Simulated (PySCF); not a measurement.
F₄MoS.

Level of theory: PBE0/def2-TZVP (PySCF), at a geometry from GFN2-xTB. Core potentials replace the inner electrons of Mo; spin–orbit coupling isn't included. This is a single-reference result, which may miss multireference character in this system. No frequency check shows the geometry to be a minimum. GFN2-xTB bond lengths at metals and heavier atoms can be off by up to 0.1 Å and shapes distorted, which carries into these values.

Cartesian coordinates (Å):

```
Mo1      0.2331   -0.0000    0.0004
S2      -1.9158    0.0000   -0.0057
F3       0.5777    1.6674    0.4363
F4       0.5865    0.4342   -1.6652
F5       0.5814   -1.6673   -0.4321
F6       0.5726   -0.4341    1.6694
```

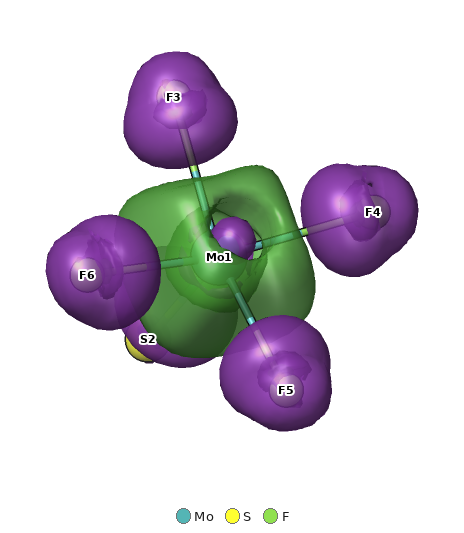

Deformation density (molecule less spherical, spin-averaged free atoms at the same positions), surfaces at ±0.12 e/Å³; purple: gain, green: loss.

Q: Describe the bonding that the map shows.

A: Mo1–S2: +0.25 e/Å³ at the bond critical point (bond length 2.15 Å, Mayer order 2.2). Mo1–F4, Mo1–F5, Mo1–F3 and Mo1–F6: +0.03 e/Å³ at the bond critical point (bond length 1.76 Å, Mayer order 0.9); up to 0.6 Å beside the axis the gain reaches +0.31 e/Å³. In all, 1.5 electrons gather in the regions of gain relative to the promolecule. A small or negative value marks a very polar bond, one between electron-rich atoms, whose free-atom densities already overlap strongly, a long bond to a heavier atom, or a closed-shell contact such as a hydrogen bond.
